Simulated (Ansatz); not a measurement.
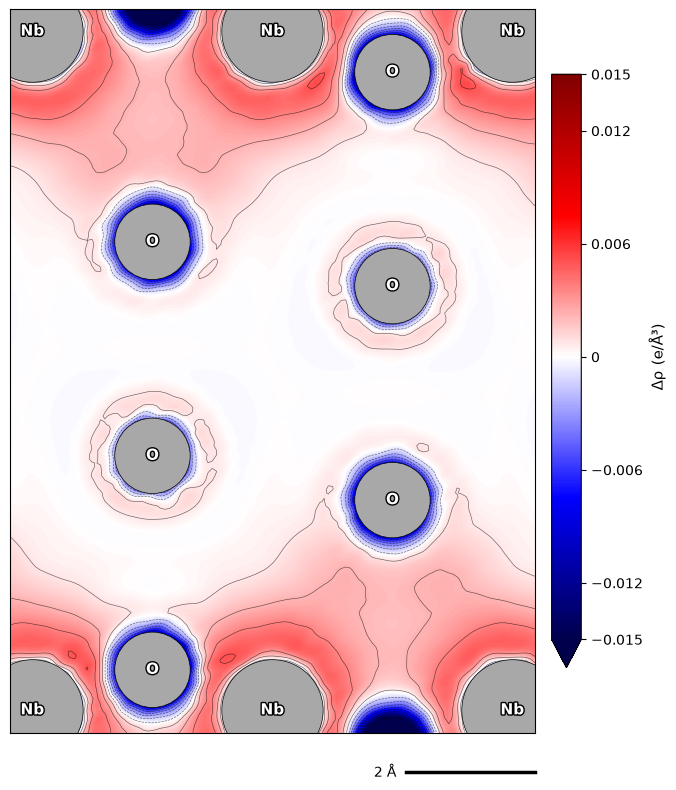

Nb$_{2}$O$_{7}$. Difference of the valence pseudo-densities of two functionals at the same geometry, on the (11̄0) plane of the calculation cell: one of PBE and PBEsol less the other.

Both computed with Ansatz (plane waves, PAW), on the same k-point mesh. Grey discs cover the atomic cores.

### Which was subtracted from which, and what does the map show?

It is PBEsol less PBE. Against PBE, PBEsol gives more density around Nb (+0.004 e/Å³ on average at 1.1 Å from the nucleus).
